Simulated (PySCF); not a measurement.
**BiCl (triplet): density, localisation and related maps**

```xyz
2

Bi    0.0000    0.0000   -0.3569
Cl    0.0000    0.0000    2.1331
```

Core potentials replace the inner electrons of Bi.

The calculation used PySCF 2.14.0, PBE0/def2-SVPD, non-relativistic Hamiltonian with scalar-relativistic core potentials where named, at a bond length of 2.490 Å.

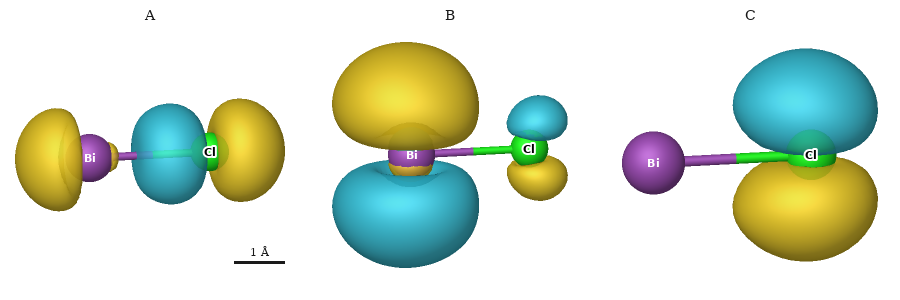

Figure 1. Three frontier β-spin orbitals, each drawn at the value that holds 80 % of its norm (yellow and cyan are the two phases), in no order; of a degenerate pair one member is drawn.

**Label each orbital by symmetry, say whether it is occupied, and order them by energy.**

Orbital A: σ, occupied in this spin, −9.61 eV; shared between the atoms (Bi 30 %, Cl 70 %).
Orbital C: π, occupied in this spin, −8.81 eV; mainly on Cl (90 %).
Orbital B: π, empty in this spin, −3.01 eV; mainly on Bi (95 %).

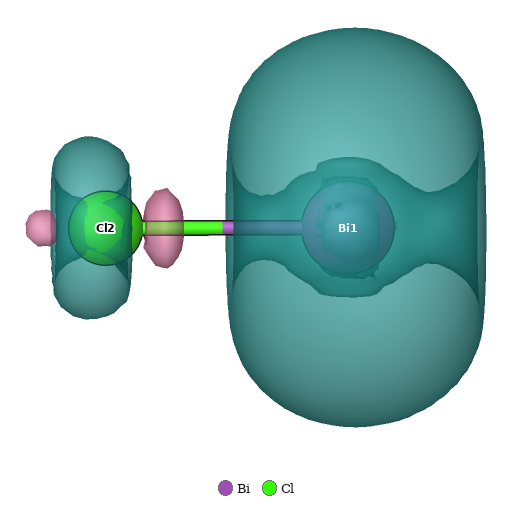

Figure 2. Isosurfaces of the spin density at +0.02 (teal) and −0.02 e/Å³ (pink), seen from one side.

**Describe the spin distribution.**

The unpaired spin (2 electrons) lies mostly on Bi1 (about 1.9) and Cl2 (about 0.1), in electrons by Hirshfeld's partition.

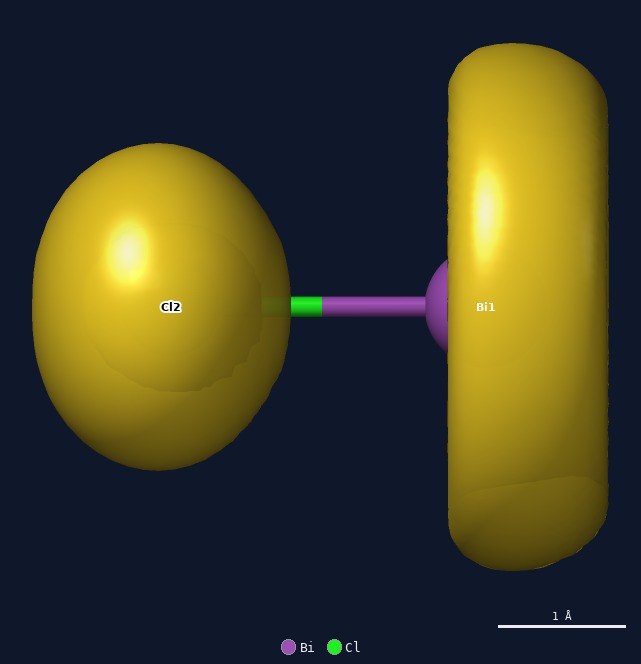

Figure 3. Isosurface of the electron localisation function at 0.75 (yellow), seen from one side. Core shells and regions of very low density are left out.

**Describe the localisation domains.**

At this value the surface marks out one region wrapped around Bi (its valence shell) and one region wrapped around Cl (its valence shell). Along the contacts the grid gives the following. Bi–Cl (2.49 Å): the ELF peaks at about 0.85 in the valence shell of Cl, 0.8 Å from its nucleus, and drops to about 0.20 between the two atoms.

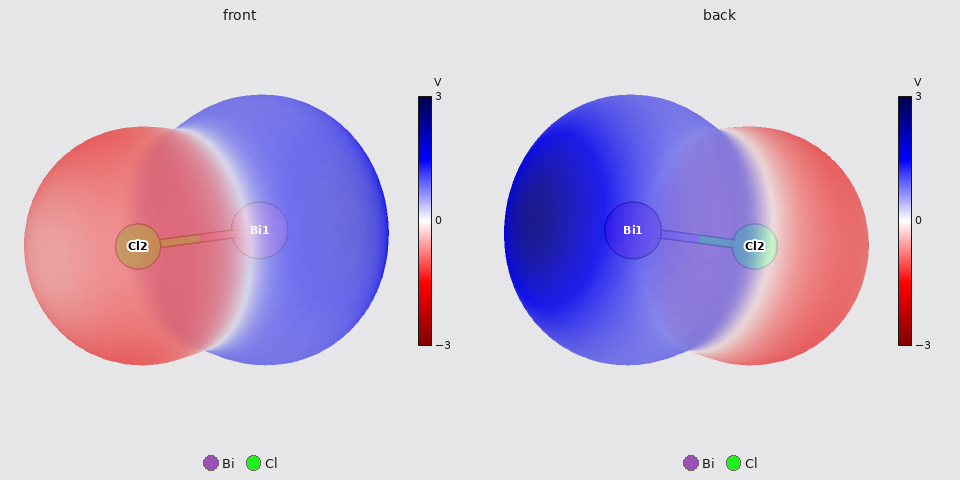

Figure 4. The molecular electrostatic potential painted on the density surface at 0.002 e/bohr³, seen from the front and from behind; red is negative and blue positive.

**Where is the surface potential most negative and most positive?**

The most negative region (about −0.9 V) lies over Cl2, the most positive (about +2.5 V) over Bi1.
